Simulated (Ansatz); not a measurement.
# YbPd (Pm-3m): from the cell to its phonons, part 2 of 2

Wanted: phonon frequencies of YbPd (Pm-3m) and what follows from them.

Ansatz 0.2.0; DFT PBEsol, scalar-relativistic, plane waves, PAW.

So far. Step 3 (Tight relaxation): The forces vanish by symmetry and the pressure is -0.002 GPa, within the tolerances set. The cell now holds 20.07 Å³/atom. The relaxed cell has a = 3.424 Å (conventional setting).

## 4. Response at finite wavevector

Stability and thermal properties need the whole zone. Linear response on a 2×2×2 q mesh gives force constants as far as a supercell of that size would.

input.yaml reads:

```yaml
crystal:
  lattice:
    - [3.4238677546, 0.0, 0.0]
    - [0.0, 3.4238677546, 0.0]
    - [0.0, 0.0, 3.4238677546]
  atoms:
    - { symbol: Yb, position: [0.5, 0.5, 0.5] }
    - { symbol: Pd, position: [0.0, 0.0, 0.0] }
kpoints:
  mp_grid: { grid: [10, 10, 10] }
hamiltonian:
  xc: pbesol
scf:
  occupations: { method: methfessel_paxton, width: 0.15 }
output:
  eigenvalues: true
phonons:
  method: dfpt
  qmesh: [2, 2, 2]
  temperatures: { t_max: 1000, t_step: 50 }
  qpath:
    path:
      - [[0.0, 0.0, 0.0], [0.0, 0.5, 0.0], [0.5, 0.5, 0.0], [0.0, 0.0, 0.0], [0.5, 0.5, 0.5], [0.0, 0.5, 0.0]]
      - [[0.5, 0.5, 0.5], [0.5, 0.5, 0.0]]
    npoints: 10
```

Started as:

```console
ansatz run input.yaml --threads 8 --pin off --max-ram 14336MiB --backend cpu --events-out ev --progress --plain --runs-dir out
```

Numbers of over 12 decimals in the logs are rounded to 6 here.

The log of the run:

```text
[...]
Crystal: 2 atoms, lattice volume = 40.138 Å³
Basis set: ecut = 420 eV, 751 PW (Γ), exchange–correlation on 48×48×48 points (8 copies of the dense FFT grid, shifted against one another)
Bands: 26, of which v1, the nominal top of the filled ones, is band 21 counted from 1 (20 counted from 0)
Symmetry: 48 space group operations
k-points: 56 of 1000
[...]
SCF iter   1: F=—  HF=-20588.186980 eV  |F-HF|=—  |Δ(HF+E_count)|=         —  Δρ=2.30e-1  dr2=3.20e1  ethr=3.10e-3  ⟨swp⟩=5.4  Hψ=6157  notcnv=0
[...]
SCF iter  15: F=-20584.601637 eV  HF=-20584.601637 eV  |F-HF|=7.28e-12  |Δ(HF+E_count)|=  7.28e-12  S|Δr|=    0.00e0  Δρ=8.49e-8  dr2=2.69e-12  ethr=1.00e-12  ⟨swp⟩=10.1  Hψ=8650  notcnv=0
SCF 1 converged in 15 iterations: F = -20584.601637 eV  dr2 = 2.69e-12
[...]
SCF iter   1: F=—  HF=-20584.601635 eV  |F-HF|=—  |Δ(HF+E_count)|=         —  Δρ=2.00e-6  dr2=1.51e-9  ethr=7.30e-8  ⟨swp⟩=4.5  Hψ=11694  notcnv=0
eigensolver tolerance schedule: the retry pair's looser diagonalisation over-reported the residual by 20281.78 of it (diagonalisation noise at 0.92 of the residual, at the tolerance the schedule requests for it); recorded, not acted on — ethr = c·dr2/N_el stays at c = 1.0e-1
[...]
SCF iter   2: F=—  HF=-20584.601637 eV  |F-HF|=—  |Δ(HF+E_count)|=   1.46e-6  S|Δr|=    0.00e0  Δρ=1.07e-6  dr2=4.08e-10  ethr=3.60e-12  ⟨swp⟩=4.1  Hψ=4425  notcnv=0
[...]
SCF iter   7: F=-20584.601637 eV  HF=-20584.601637 eV  |F-HF|=3.64e-12  |Δ(HF+E_count)|=  3.64e-12  S|Δr|=    0.00e0  Δρ=7.52e-8  dr2=2.23e-12  ethr=1.00e-12  ⟨swp⟩=2.0  Hψ=3526  notcnv=0
SCF 2 converged in 7 iterations: F = -20584.601637 eV  dr2 = 2.23e-12
phonons: the bands overlap, so this run is a metal and interpolates without the dipole-dipole term. If the crystal is really an insulator or semiconductor, its LO-TO splitting is missing
NSCF: frozen V_eff on 56 k-points
[...]
DFPT response loops at q = (0, 0, 0) (fractional): preconditioner auto → Kerker (q_TF=auto, 2.749 Å⁻¹) (partly filled bands, converged f_vac=0.000); β = 1.00, the filter's whole step (`scf.mixing.beta` (0.50) is not read by the response loops under this deck's `scf.mixing.preconditioner`; to damp them name `kerker` or `kerker_dos`, under which they read `scf.mixing.beta`, and type it under 1.00, their step now; both keys bind the ground state too); Broyden in place of MSR1
[...]
SCF converged after 15 iterations
[...]
Free energy (F): -20584.601637 eV
[...]
Internal energy: -20584.657310 eV  (E = F + TS)
E sigma→0 (E₀):  -20584.615555 eV
Entropy (-TS):   0.055673 eV (27.837 meV/atom)
Fermi energy:    16.929140 eV
[...]
--- Band table (eV; the first three rows and the last of 56) ---
  k-point 0: bands = [... 17 lower, 16.7446, 16.7446, 16.7446, 16.7735, 19.7506, 19.7506, 24.4545, 24.4545, ... 1 higher]
  k-point 1: bands = [... 17 lower, 16.7321, 16.7556, 16.7556, 16.7845, 19.6492, 19.7361, 23.3016, 23.3016, ... 1 higher]
  k-point 2: bands = [... 17 lower, 16.7486, 16.7861, 16.7861, 16.8146, 19.3755, 19.4573, 22.1228, 22.1228, ... 1 higher]
  k-point 55: bands = [... 17 lower, 16.7333, 16.7333, 16.7333, 16.8037, 16.8037, 16.8037, 21.8276, 25.7426, ... 1 higher]
--- Phonons (Γ-DFPT): 2 representative perturbations + reference (Σ response iterations 7) ---
  ASR residual: 1.001e-4 → 0.000e0 eV/Å²; symmetrization residual: 3.073e-6 eV/Å²
  ASR residual per site (eV/Å²): 2.81e-5 1.00e-4
  Γ frequencies (cm⁻¹): 0.00 0.00 0.00 116.31 116.31 116.31
--- Phonons (arbitrary-q DFPT): 4 irreducible q on the 2×2×2 mesh ---
  q = [0.0000, 0.0000, 0.0000] (star 1, of the zone-centre solve; hermiticity 1.87e-6, symmetrization 2.84e-11): -0.00 0.00 0.00 116.31 116.31 116.31
  q = [0.0000, 0.0000, -0.5000] (star 3, 4 solved perturbations in 684 linear systems a pass and spin channel, the states on 216 of 1000 k-point pairs; hermiticity 3.83e-9, symmetrization 1.46e-8): 64.20 64.20 89.40 93.65 93.65 125.55
[...]
q = [-0.5000, -0.5000, -0.5000] (star 1, 2 solved perturbations on 126 of 1000 k-point pairs; hermiticity 6.79e-10, symmetrization 3.39e-10): 85.61 85.61 85.61 115.27 115.27 115.27
  sum rule: each row above includes the acoustic sum rule's correction from the zone centre's row sums; it moved no ω² by more than (0.51 cm⁻¹)²
  mesh force constants: q→R imaginary residual 2.01e-17; ASR residual 1.001e-4 → 0.000e0 eV/Å²; symmetrization residual 2.665e-15 eV/Å²
  interpolated dispersion: 62 rows × 6 modes
  density of states and harmonic sums: on the 18×18×18 q-mesh, interpolated from the force constants of a 2×2×2 supercell (no non-analytic term)
  largest difference from the sums on the solved wave vectors: F 8.33e-2 eV, S 1.16e-4 and C_V 3.23e-5 eV/K
  zero-point energy: 0.032238 eV/cell   skipped modes (ω ≤ 0): 3   left out of the sums: 8.57e-5 of the cell's modes: C_V's classical limit lies that fraction below 3 k_B per atom; for a crystal, a wire or a layer, F and S can be off by more, and a phonons.interpolated_qmesh denser along its periods is the remedy for the sampling
```

The job ended after 97 s (8 threads of Arm Neoverse N1, shared host; peak memory 0.93 GiB).

The column dr2 measures how far the density is from self-consistency, as an energy; F and HF (Harris–Foulkes) agree once it is small.

This step gave:

```
sum-rule residual before enforcement                    : 1.00e-4 eV/Å²
lowest frequency on the path                            : 0 cm⁻¹
point group                                             : m-3m
highest frequency on the path or at a solved wavevector : 129.2 cm⁻¹
mean frequency                                          : 86.7 cm⁻¹
Debye temperature (second moment)                       : 170 K
logarithmic mean frequency                              : 81.2 cm⁻¹
highest optical mode at the zone centre (no LO-TO term) : 116.3 cm⁻¹
lowest optical zone-centre mode                         : 116.3 cm⁻¹
lowest mode on the q mesh (acoustic modes at Γ apart)   : 37.72 cm⁻¹
zero-point energy per atom                              : 16.12 meV
heat capacity at 300 K                                  : 24.55 J/(mol atoms K)
vibrational entropy at 300 K                            : 48.67 J/(mol atoms K)
```

Frequencies (cm⁻¹) solved at each irreducible wavevector; negative means imaginary. Frequencies by wavevector, by row:

| q in reciprocal lattice units | star | mode 1 | mode 2 | mode 3 | mode 4 | mode 5 | mode 6 |
| --- | --- | --- | --- | --- | --- | --- | --- |
| 0 0 0 | 1 | 0 | 0 | 0 | 116.3 | 116.3 | 116.3 |
| 0 0 -0.5 | 3 | 64.2 | 64.2 | 89.4 | 93.7 | 93.7 | 125.5 |
| 0 -0.5 -0.5 | 3 | 37.7 | 37.7 | 61.9 | 98.4 | 129.2 | 129.2 |
| -0.5 -0.5 -0.5 | 1 | 85.6 | 85.6 | 85.6 | 115.3 | 115.3 | 115.3 |

Interpolated from a 2×2×2 q mesh, rough between the solved points. The phonon branches at the labelled points (cm⁻¹):

| point | branch 1 | branch 2 | branch 3 | branch 4 | branch 5 | branch 6 |
| --- | --- | --- | --- | --- | --- | --- |
| Γ | 0 | 0 | 0 | 116 | 116 | 116 |
| X | 64 | 64 | 89 | 94 | 94 | 126 |
| M | 38 | 38 | 62 | 98 | 129 | 129 |
| Γ | 0 | 0 | 0 | 116 | 116 | 116 |
| R | 86 | 86 | 86 | 115 | 115 | 115 |
| X | 64 | 64 | 89 | 94 | 94 | 126 |
| jump to R | 86 | 86 | 86 | 115 | 115 | 115 |
| M | 38 | 38 | 62 | 98 | 129 | 129 |

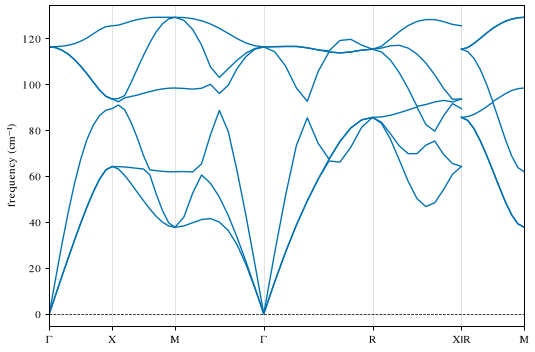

Phonon branches along the path.

The phonon density of states has structure finer than the step of the table below, so its rows give means over 10 cm⁻¹, whole bins alone (the curve runs from 0.5 to 130 cm⁻¹). Peaks (cm⁻¹: height): 47.5: 0.0959, 63.5: 0.0778, 97.5: 0.155, 127.5: 0.155.

Tetrahedra on a 18×18×18 mesh, mean over bins of 1 cm-1. Interpolated from a 2×2×2 q mesh, rough between the solved points. Table of phonon density of states by wavenumber; means over each step:

| wavenumber (cm⁻¹) | phonon density of states (1/cm⁻¹/cell) |
| --- | --- |
| 10 | 5.9e-4 |
| 20 | 0.00280 |
| 30 | 0.00765 |
| 40 | 0.0350 |
| 50 | 0.0657 |
| 60 | 0.0620 |
| 70 | 0.0513 |
| 80 | 0.0486 |
| 90 | 0.0466 |
| 100 | 0.0879 |
| 110 | 0.0551 |
| 120 | 0.0820 |

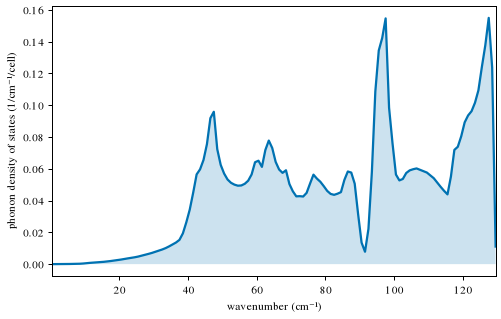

Phonon density of states against wavenumber.

The partial phonon density of states has structure finer than the step of the table below, so its rows give means over 10 cm⁻¹, whole bins alone (the curve runs from -10 to 143 cm⁻¹). Peaks (cm⁻¹: height): Pd 45.8: 0.0381, 96.8: 0.0854, 125.7: 0.0357; Yb 46.8: 0.0389, 63.1: 0.0450, 125.7: 0.0812.

Phonopy on the run's constants, 17x17x17 mesh, Gaussian sigma 2.0 cm-1. Interpolated from a 2×2×2 q mesh, rough between the solved points. The partial phonon density of states by wavenumber; means over each step; values in 1/cm⁻¹/cell:

| wavenumber (cm⁻¹) | Pd | Yb |
| --- | --- | --- |
| 0 | 2.2e-5 | 3.9e-5 |
| 10 | 2.8e-4 | 4.5e-4 |
| 20 | 0.00114 | 0.00182 |
| 30 | 0.00305 | 0.00468 |
| 40 | 0.0186 | 0.0187 |
| 50 | 0.0302 | 0.0331 |
| 60 | 0.0237 | 0.0374 |
| 70 | 0.0254 | 0.0280 |
| 80 | 0.0265 | 0.0198 |
| 90 | 0.0413 | 0.0125 |
| 100 | 0.0569 | 0.0246 |
| 110 | 0.0269 | 0.0281 |
| 120 | 0.0298 | 0.0530 |
| 130 | 0.0162 | 0.0378 |

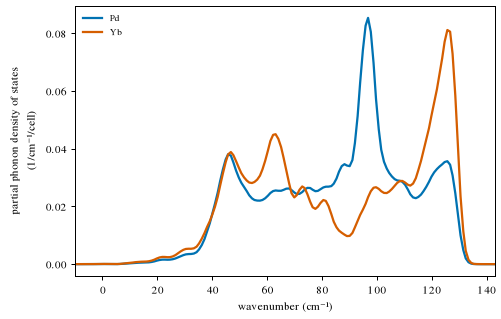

Partial phonon density of states against wavenumber.

Second derivatives of the energy by pair, one row for each kind of neighbour of each atom listed. Each entry sums the pair over the periodic images of the supercell that the q mesh stands for, and in a polar crystal it holds the long-range dipole part too. Force constants by pair, by row:

| atom | neighbour | distance (Å) | third of the trace (eV/Å²) | along the pair's line (eV/Å²) |
| --- | --- | --- | --- | --- |
| Yb1 | itself | 0 | 5.505 | – |
| Yb1 | Pd | 2.965 | -0.4098 | -1.314 |
| Yb1 | Yb | 3.424 | -0.72 | -2.764 |
| Yb1 | Yb | 4.842 | 0.1206 | -0.0919 |
| Yb1 | Yb | 5.93 | -0.4281 | -0.4281 |
| Pd2 | itself | 0 | 3.142 | – |
| Pd2 | Yb | 2.965 | -0.4098 | -1.314 |
| Pd2 | Pd | 3.424 | 0.0927 | 0.3416 |
| Pd2 | Pd | 4.842 | -0.0229 | -0.0966 |
| Pd2 | Pd | 5.93 | -0.073 | -0.073 |

Harmonic thermodynamic functions per atom, from the density of states. Interpolated from a 2×2×2 q mesh, rough between the solved points. Thermodynamic functions, by row:

| T (K) | F_vib (meV/atom) | S (J/mol-atom/K) | C_V (J/mol-atom/K) |
| --- | --- | --- | --- |
| 0 | 16.12 | 0 | 0 |
| 50 | 14.43 | 9.662 | 15.24 |
| 100 | 5.83 | 22.77 | 21.73 |
| 200 | -26.9 | 38.81 | 24.07 |
| 300 | -72.56 | 48.67 | 24.55 |
| 400 | -126.8 | 55.76 | 24.72 |
| 500 | -187.6 | 61.29 | 24.8 |
| 600 | -253.6 | 65.81 | 24.84 |
| 700 | -323.8 | 69.65 | 24.87 |
| 800 | -397.7 | 72.97 | 24.89 |
| 900 | -474.9 | 75.9 | 24.9 |
| 1000 | -555 | 78.52 | 24.91 |

Harmonic mean-square displacement, third of the trace. Interpolated from a 2×2×2 q mesh, rough between the solved points. Mean square displacements, by row:

| T (K) | Yb1 U_eq (Å²) | Pd2 U_eq (Å²) |
| --- | --- | --- |
| 0 | 0.00131 | 0.0021 |
| 100 | 0.00333 | 0.00501 |
| 300 | 0.00938 | 0.01405 |
| 600 | 0.01864 | 0.02792 |

Symmetry leaves 4 wavevectors to solve. The lowest mode among them, the acoustic zeros apart, lies at q = (0, -0.5, -0.5) and is real, 37.7 cm⁻¹.

## 5. What came out

- space group after relaxation (within 0.01 Å): Pm-3m
- volume per atom: 20.1 Å³
- electronic character: no gap on this mesh
- highest optical mode at the zone centre (no LO-TO term): 116 cm⁻¹
- lowest optical zone-centre mode: 116 cm⁻¹
- lowest mode on the q mesh (acoustic modes at Γ apart): 37.7 cm⁻¹
- highest frequency on the path or at a solved wavevector: 129 cm⁻¹
- zero-point energy per atom: 16.1 meV
- heat capacity at 300 K: 24.5 J/(mol atoms K)
- vibrational entropy at 300 K: 48.7 J/(mol atoms K)
- Debye temperature (second moment): 170 K
- imaginary modes on the 2×2×2 q mesh: none

**Reading.** The structure is a minimum as far as tested: no mode is imaginary at the 4 irreducible wavevectors of the 2×2×2 mesh, and the softest away from the acoustic zeros lies at 38 cm⁻¹. The optical modes at Γ form one degenerate level at 116 cm⁻¹. The q mesh stands for a supercell only 6.8 Å across, so branches between the solved wavevectors are rough. With no gap, or one that is small against the smearing, the frequencies hang on the k mesh and the smearing, most of all near Kohn anomalies. The phonon runs are without spin polarisation, although Yb often carries a moment. The 4f shell is treated without a U, so valence and screening may be off. Spin-orbit coupling is left out, which can matter for the heavy elements here. These are harmonic frequencies at zero temperature: anharmonic shifts, linewidths and thermal expansion are left out.

[Logs are printed without paths, hosts, clocks, repeated set-up lines and the standing remarks that a program may print on its own settings, such as how far it seeks lower states.]

[Hosts, paths, dates, database ids (printed as entryN), source tags and the programs' standing remarks are cut or masked in the printed files.]
